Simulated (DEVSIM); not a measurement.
Device: Co/Al2O3/SiO2/p-Si capacitor, at 400 K.

```csv
layer (left to right),material,thickness (nm),Na (cm⁻³)
1,Al2O3,3.00,-
2,SiO2,1.10,-
3,Si,2600,4.8e16
```

Metal gate on the left, work function 5 eV. Fixed charge at the semiconductor interface 0 cm⁻² (in units of +e); no interface traps.

Constants are typed, rounded textbook-type inputs, not results; the design itself was drawn at random and stands for no fabricated device. Values at 300 K; Nc and Nv go as T^1.5, mobilities as T to minus their exponent, the gap by Varshni's rule with the affinity fixed.

| parameter | Al2O3 | SiO2 | Si |
|---|---|---|---|
| gap (eV) | 6.8 | 9 | 1.124 |
| affinity (eV) | 1.35 | 0.9 | 4.05 |
| permittivity | 9 | 3.9 | 11.7 |
| Nc (cm⁻³) | - | - | 2.86e19 |
| Nv (cm⁻³) | - | - | 3.1e19 |
| Varshni α (eV/K) | - | - | 0.000473 |
| Varshni β (K) | - | - | 636 |

Simulated with DEVSIM: 1D Poisson equation in equilibrium, Boltzmann statistics, complete ionisation; no quantum confinement or tunnelling. Metal contacts follow the ideal Schottky-Mott rule: no Fermi-level pinning, no interface dipoles.

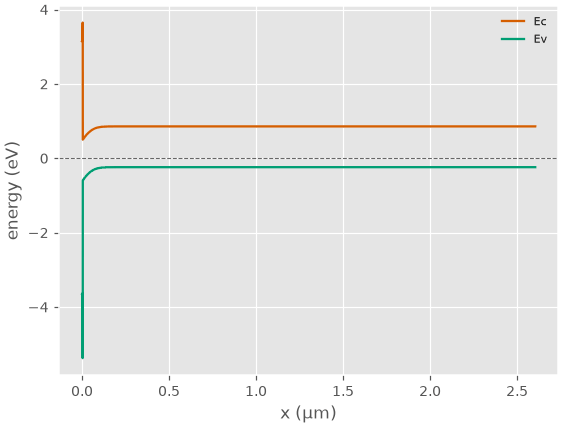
*Band edges at 0.5 V on the gate*

Energies count from the Fermi level of the right contact; mesh points crowd at the junctions.

| x (μm) | Ec (eV) | Ev (eV) | n (cm⁻³) | p (cm⁻³) | field (V/cm) |
|---|---|---|---|---|---|
| 0.000 | 3.150 | -3.650 | < 1e2 | < 1e2 | 90000 |
| 0.0009933 | 3.159 | -3.641 | < 1e2 | < 1e2 | 90000 |
| 0.002078 | 3.169 | -3.631 | < 1e2 | < 1e2 | 90000 |
| 0.003000 | 3.627 | -5.373 | < 1e2 | < 1e2 | 170000 |
| 0.003801 | 3.644 | -5.356 | < 1e2 | < 1e2 | 210000 |
| 0.004804 | 0.505 | -0.592 | 1.9e13 | 1.7e12 | 69000 |
| 0.006869 | 0.519 | -0.578 | 1.3e13 | 2.5e12 | 67000 |
| 0.01417 | 0.566 | -0.530 | 3.3e12 | 9.9e12 | 62000 |
| 0.02660 | 0.637 | -0.459 | 4.1e11 | 7.8e13 | 53000 |
| 0.05450 | 0.756 | -0.341 | 1.3e10 | 2.4e15 | 32000 |
| 0.1153 | 0.849 | -0.247 | 8.9e8 | 3.6e16 | 4300 |
| 0.3134 | 0.859 | -0.238 | 6.7e8 | 4.8e16 | ≈ 0 |
| 0.6795 | 0.859 | -0.238 | 6.7e8 | 4.8e16 | ≈ 0 |
| 1.430 | 0.859 | -0.238 | 6.7e8 | 4.8e16 | ≈ 0 |
| 2.180 | 0.859 | -0.238 | 6.7e8 | 4.8e16 | ≈ 0 |
| 2.410 | 0.859 | -0.238 | 6.7e8 | 4.8e16 | ≈ 0 |
| 2.516 | 0.859 | -0.238 | 6.7e8 | 4.8e16 | ≈ 0 |
| 2.564 | 0.859 | -0.238 | 6.7e8 | 4.8e16 | ≈ 0 |
| 2.590 | 0.859 | -0.238 | 6.7e8 | 4.8e16 | ≈ 0 |
| 2.598 | 0.859 | -0.238 | 6.7e8 | 4.8e16 | ≈ 0 |
| 2.602 | 0.859 | -0.238 | 6.7e8 | 4.8e16 | ≈ 0 |
| 2.604 | 0.859 | -0.238 | 6.7e8 | 4.8e16 | ≈ 0 |
